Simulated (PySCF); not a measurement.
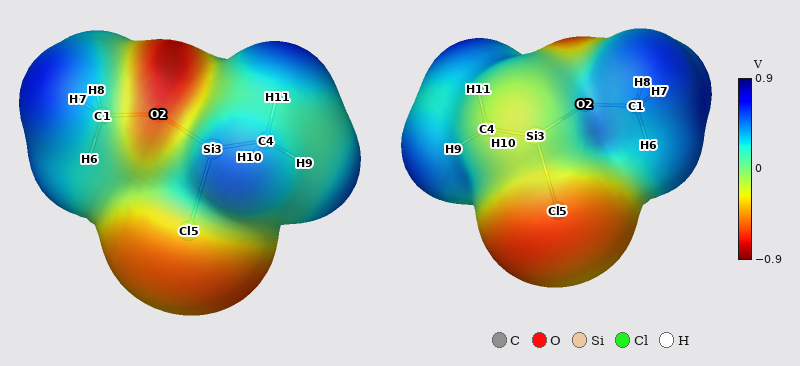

Figure 1: C₂H₆ClOSi, doublet, SMILES `CO[Si](C)Cl`. Electrostatic potential on the surface of electron density 0.001 a.u. (back view left, front view right).

Computed with PySCF, TPSS/6-31G*, geometry: GFN2-xTB. No frequency check shows the geometry to be a minimum. The stability of the open-shell solution wasn't checked. GFN2-xTB bond lengths at metals and heavier atoms can be off by up to 0.1 Å and shapes distorted, which carries into these values. GFN2-xTB doesn't know the spin state, so this open-shell geometry is rough.

Cartesian coordinates (Å):

```
C1       2.3293   -0.1042   -0.1365
O2       1.1891    0.6964   -0.0742
Si3     -0.3039    0.3802    0.5006
C4      -1.3763    1.7260   -0.2973
Cl5     -0.8301   -1.5111   -0.1150
H6       2.0732   -1.1360   -0.3886
H7       2.9843    0.3057   -0.9063
H8       2.8520   -0.0933    0.8232
H9      -2.4160    1.6071   -0.0131
H10     -1.3077    1.6680   -1.3819
H11     -1.0503    2.7131    0.0100
```

Question: Where are the extremes of the potential on the surface?

Answer: Highest: 0.63 V, 1.3 Å from H7. Lowest: −0.80 V, 1.8 Å from O2. Further minima include −0.66 V, 2.1 Å from Cl5; −0.20 V, 2.4 Å from Si3. The surface is sampled at points, so like sites can differ by a few per cent and only the strongest of them is named.

Cost of the run: 30 s on 1 thread of Intel(R) Xeon(R) CPU @ 2.60GHz (Ice Lake) (shared host), peak memory 0.49 GiB.
